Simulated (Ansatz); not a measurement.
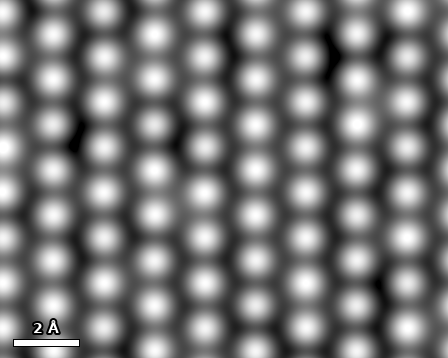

Z-contrast image of Mo (Im-3m, No. 229). The image is simulated as a sum over atoms of Z^1.7, blurred by a 0.82 Å probe (no channelling). The display is stretched by a gamma of 0.65; percentages refer to the linear signal. The speckle of an amorphous layer was added. Structure: a calculation's starting geometry.

```xyz
2
Lattice="3.1606 0.0000 0.0000 0.0000 3.1606 0.0000 0.0000 0.0000 3.1606" Properties=species:S:1:pos:R:3 pbc="T T T"
Mo    0.0000    0.0000    0.0000
Mo    1.5803    1.5803    1.5803
```

### Which beam direction gives this image, [110], [001], [111] or [210]? (Directions equivalent by symmetry count as one.)

[210]. The projected cells are 1.58 × 2.23 Å, 90° for [110]; 2.23 × 2.23 Å, 90° for [001]; 2.58 × 2.58 Å, 120° for [111]; 1.41 × 1.73 Å, 114° for [210], and the image repeats as the [210] one does.
